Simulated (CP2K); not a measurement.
# GFN2-xTB run of C3H4Ga (SMILES C#[C][Ga][CH3])

What is the vertical ionisation energy of C3H4Ga at GFN2-xTB? 

Program for the calculation: CP2K 2026.2.

1 further run of the same task is left out (set aside as unsound or not needed).

## Step 1: The molecule

C3H4Ga: 8 atoms, total charge 0, spin state doublet. As SMILES, `C#[C][Ga][CH3]`. The shape comes from GFN2-xTB, which is rough for such elements, and wasn't checked as a minimum.

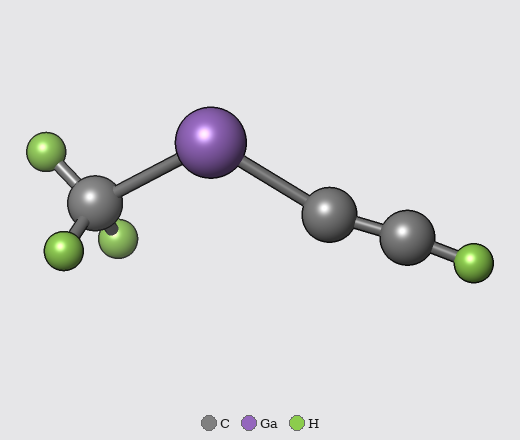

The structure, seen from a chosen angle (carbon grey, gallium purple, hydrogen green).

## Step 2: Energy and forces at GFN2-xTB

File molecule.xyz:

```xyz
8

C      2.473170    -1.189020     0.936500
C      1.570530    -0.630700     0.352680
Ga     0.360060     0.217240    -1.088010
C     -1.651350     0.753680    -0.510210
H      3.210180    -1.670310     1.522180
H     -2.023180    -0.011300     0.170940
H     -1.640420     1.716450     0.001270
H     -2.299000     0.813960    -1.385360
```

File gas.inp:

```
&GLOBAL
  PROJECT_NAME gas
  RUN_TYPE ENERGY_FORCE
  PRINT_LEVEL MEDIUM
&END GLOBAL
&FORCE_EVAL
  METHOD Quickstep
  &DFT
    MULTIPLICITY 2
    UKS T
    # Quickstep
    &QS
      METHOD XTB
      EPS_DEFAULT 1.0E-10
      &XTB
        GFN_TYPE TBLITE
        &TBLITE
          METHOD GFN2
        &END TBLITE
        CHECK_ATOMIC_CHARGES F
      &END XTB
    &END QS
    &POISSON
      PERIODIC NONE
      POISSON_SOLVER ANALYTIC
    &END POISSON
    # self-consistent field
    &SCF
      SCF_GUESS ATOMIC
      EPS_SCF 1.0E-07
      MAX_SCF 150
      ADDED_MOS 4
      &DIAGONALIZATION
        ALGORITHM STANDARD
      &END DIAGONALIZATION
      &MIXING
        METHOD DIRECT_P_MIXING
        ALPHA 0.4
      &END MIXING
      &SMEAR ON
        METHOD FERMI_DIRAC
        ELECTRONIC_TEMPERATURE [K] 300
      &END SMEAR
    &END SCF
    # extra output
    &PRINT
      &MOMENTS
        PERIODIC F
        REFERENCE COM
        MAX_MOMENT 1
      &END MOMENTS
      &MO ON
        ENERGIES T
        OCCUPATION_NUMBERS T
        NDIGITS 6
        &EACH
          QS_SCF 0
        &END EACH
        ADD_LAST NUMERIC
      &END MO
      &HIRSHFELD OFF
      &END HIRSHFELD
    &END PRINT
  &END DFT
  &SUBSYS
    # box in angstrom
    &CELL
      ABC 17.5 15.4 14.9
      PERIODIC NONE
    &END CELL
    &TOPOLOGY
      COORD_FILE_NAME molecule.xyz
      COORD_FILE_FORMAT XYZ
      &CENTER_COORDINATES
      &END CENTER_COORDINATES
    &END TOPOLOGY
  &END SUBSYS
  # extra output
  &PRINT
    &FORCES ON
    &END FORCES
  &END PRINT
&END FORCE_EVAL
```

The run is started by

```bash
$ OMP_NUM_THREADS=1 cp2k.psmp -i gas.inp -o gas.out
```

Output:

```text
CP2K| version string:                                       CP2K version 2026.2
[...]
 GLOBAL| Method name                                                        CP2K
[...]
 GLOBAL| Run type                                                   ENERGY_FORCE
[...]
                             - Atoms:                                          8
[...]
                             - Spherical basis functions:                     25
[...]
 Number of electrons:                                                         10
[...]
  *** SCF run converged in    17 steps ***
[...]
  Fermi energy:                                                -0.31647476518234
[...]
 TB_DIPOLE| Moment [Debye]         -0.87907677       0.59817389      -1.05900168
 TB_DIPOLE| Derivative [a.u.]       0.00000000       0.00000000       0.00000000
[...]
 ENERGY| Total FORCE_EVAL ( QS ) energy [hartree]             -9.511887076480406
 FORCES| Atomic forces [hartree/bohr]
 FORCES|   Atom     x               y               z               |f|
 FORCES|      1 -1.35790475E-04 -1.46778442E-04  4.14702245E-04   4.60392133E-04
 FORCES|      2  1.35171867E-04  1.11578722E-05 -3.78397488E-04   4.01970883E-04
 FORCES|      3  4.90043836E-04 -1.55798105E-04 -2.18707055E-04   5.58792257E-04
 FORCES|      4 -1.23356991E-03  4.95350676E-04  3.02848030E-04   1.36337227E-03
 FORCES|      5  1.56986227E-04  8.05576486E-05 -3.37028998E-05   1.79638792E-04
 FORCES|      6  1.04840882E-04 -2.85028972E-04  6.74263686E-05   3.11093942E-04
 FORCES|      7  2.28674429E-04 -3.93926088E-05 -6.04603910E-05   2.39789973E-04
 FORCES|      8  2.53643143E-04  3.99319301E-05 -9.37088091E-05   2.73332662E-04
 FORCES| Sum     1.05221821E-16 -6.80607914E-17 -6.42118737E-17
 FORCES| Total atomic force                                       1.40808621E-16
[...]
```

It took 1.1 s on 1 thread of AMD EPYC 7R43 (Zen 3), shared host; peak memory 0.18 GiB.

## Step 3: The singlet cation, same level

molecule.xyz is that of step 2.

File gas.inp:

```
&GLOBAL
  PROJECT_NAME gas
  RUN_TYPE ENERGY_FORCE
  PRINT_LEVEL MEDIUM
&END

&FORCE_EVAL
  METHOD Quickstep
  &DFT
    CHARGE 1
    MULTIPLICITY 1
    &QS
      METHOD XTB
      EPS_DEFAULT 1.0E-10
      &XTB
        GFN_TYPE TBLITE
        &TBLITE
          METHOD GFN2
        &END
        CHECK_ATOMIC_CHARGES F
      &END
    &END
    # cluster boundary conditions
    &POISSON
      PERIODIC NONE
      POISSON_SOLVER ANALYTIC
    &END
    &SCF
      SCF_GUESS ATOMIC
      EPS_SCF 1.0E-07
      MAX_SCF 150
      ADDED_MOS 2
      &DIAGONALIZATION
        ALGORITHM STANDARD
      &END
      &MIXING
        METHOD DIRECT_P_MIXING
        ALPHA 0.4
      &END
      &SMEAR ON
        METHOD FERMI_DIRAC
        ELECTRONIC_TEMPERATURE [K] 300
      &END
    &END
    # extra output
    &PRINT
      &MOMENTS
        PERIODIC F
        REFERENCE COM
        MAX_MOMENT 1
      &END
      &MO ON
        ENERGIES T
        OCCUPATION_NUMBERS T
        NDIGITS 6
        &EACH
          QS_SCF 0
        &END
        ADD_LAST NUMERIC
      &END
      &HIRSHFELD OFF
      &END
    &END
  &END
  &SUBSYS
    &CELL
      ABC [angstrom] 17.5 15.4 14.9
      PERIODIC NONE
    &END
    &TOPOLOGY
      COORD_FILE_NAME molecule.xyz
      COORD_FILE_FORMAT XYZ
      &CENTER_COORDINATES
      &END
    &END
  &END
  &PRINT
    &FORCES ON
    &END
  &END
&END
```

The run is started by

```bash
$ OMP_NUM_THREADS=1 cp2k.psmp gas.inp > gas.out
```

Output:

```text
CP2K| version string:                                       CP2K version 2026.2
[...]
 GLOBAL| Method name                                                        CP2K
[...]
 GLOBAL| Run type                                                   ENERGY_FORCE
[...]
                             - Atoms:                                          8
[...]
                             - Spherical basis functions:                     25
[...]
 Number of electrons:                                                         18
[...]
  *** SCF run converged in    20 steps ***
[...]
  Fermi energy:                                                -0.57222494474237
[...]
 TB_DIPOLE| Moment [Debye]         -2.02352861       0.43762825       0.67648738
 TB_DIPOLE| Derivative [a.u.]       0.00000000       0.00000000       0.00000000
[...]
 ENERGY| Total FORCE_EVAL ( QS ) energy [hartree]             -9.080924060247394
 FORCES| Atomic forces [hartree/bohr]
 FORCES|   Atom     x               y               z               |f|
 FORCES|      1 -7.57073323E-03  5.02490938E-03 -6.25701315E-03   1.10324943E-02
 FORCES|      2  7.48199375E-03  3.06306209E-04 -1.44237279E-02   1.62517070E-02
 FORCES|      3 -7.91325102E-03 -5.23435502E-03  2.90608868E-02   3.05704621E-02
 FORCES|      4 -2.24413595E-03  2.86373951E-03 -7.39922932E-03   8.24534685E-03
 FORCES|      5 -4.65183939E-05 -6.25397865E-04  3.33422278E-03   3.39268743E-03
 FORCES|      6  4.79861840E-03 -3.32361721E-03 -8.36940611E-05   5.83782276E-03
 FORCES|      7  4.56582271E-03  1.13783818E-03 -5.81399576E-04   4.74124859E-03
 FORCES|      8  9.28203734E-04 -1.49423183E-04 -3.65004551E-03   3.76918051E-03
 FORCES| Sum     1.62196645E-16 -1.84639630E-16 -2.24213009E-16
 FORCES| Total atomic force                                       3.32672539E-16
[...]
```

It took 1.1 s on 1 thread of AMD EPYC 7R43 (Zen 3), shared host; peak memory 0.18 GiB.

## Step 4: Results

Level: GFN2-xTB.

```
                                                 quantity        value
                             doublet C3H4Ga: total energy  -9.51189 Eh
doublet C3H4Ga: dipole moment (from atomic charges alone)       1.50 D
       doublet C3H4Ga: HOMO energy (highest over α and β)     -8.80 eV
        doublet C3H4Ga: LUMO energy (lowest over α and β)     -8.43 eV
                 doublet C3H4Ga: largest force on an atom   0.070 eV/Å
                             singlet cation: total energy  -9.08092 Eh
                              singlet cation: HOMO energy    -16.52 eV
                              singlet cation: LUMO energy    -14.68 eV
                            singlet cation: HOMO–LUMO gap      1.84 eV
                 singlet cation: largest force on an atom   1.572 eV/Å
       vertical ionisation energy (to the singlet cation)    11.727 eV
```

What this shows: Removing an electron at fixed nuclei costs 11.73 eV (270 kcal/mol). Only the singlet of the ionised species was computed; a triplet could lie lower. No empirical shift is applied, and without it xTB methods put this difference several eV too high. The dipole (doublet C3H4Ga) comes from point charges on the atoms alone, without atomic dipoles, so it is partial.
